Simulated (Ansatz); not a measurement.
Consider SiO2 (space group P4_12_12, No. 92; a = 5.0298 Å, c = 7.0120 Å). Axes: x, y, z lie along a, b, c of the conventional cell.

Structures relaxed with Ansatz (a quantum-chemistry and plane-wave program) PBEsol, scalar-relativistic without spin-orbit coupling.

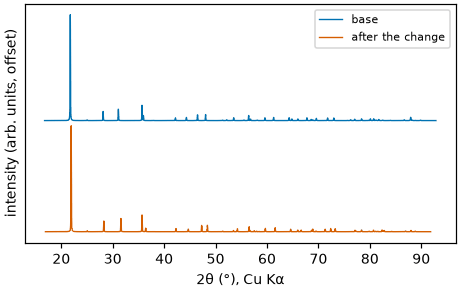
Figure. Simulated powder patterns before (top) and after one change

**Question.** Which of these changes matches the shifts?
(A) isotropic strain −0.20 %
(B) biaxial strain +0.29 %, plane normal [001], relaxed out of plane
(C) biaxial strain −2.63 %, plane normal [001], relaxed out of plane
(D) uniaxial strain ε_zz = −2.26 %

**Answer.** D, uniaxial strain ε_zz = −2.26 %. Its volume per atom is 14.45 Å³ against 14.78 Å³, and its space group is P4_12_12 (No. 92).

Whether these cells are dynamically stable was not tested.
